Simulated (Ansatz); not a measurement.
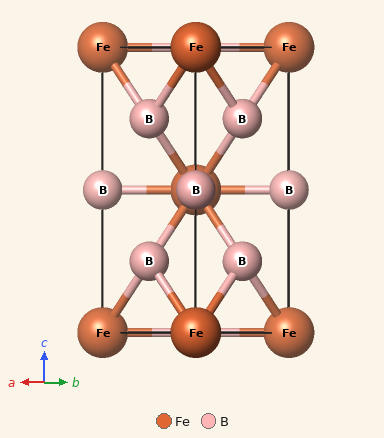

Shown here is a ball-and-stick view of the crystal, taken along [110]. The conventional unit cell is outlined; an atom on or near a face, edge or corner is repeated at each equivalent position.

Cell parameters: a = 2.92 Å, b = 2.92 Å, c = 6.33 Å, α = 90.00°, β = 90.00°, γ = 90.00°.

A stick is drawn for B–Fe up to 2.71 Å (cut-off distances).

The composition is FeB3.

> What are the crystal system and the lattice centring?

Body-centred tetragonal.

> What are the neighbours of B?

Four Fe at about 2.1 to 2.2 Å.

> In how many dimensions do the bonds extend?

The bonds build a three-dimensional framework.

The model was built from a textbook structure type filled with these elements (whether it is the usual form wasn't checked). The geometry was optimised with DFT PBE, scalar-relativistic, plane waves, PAW in Ansatz 0.2.0.
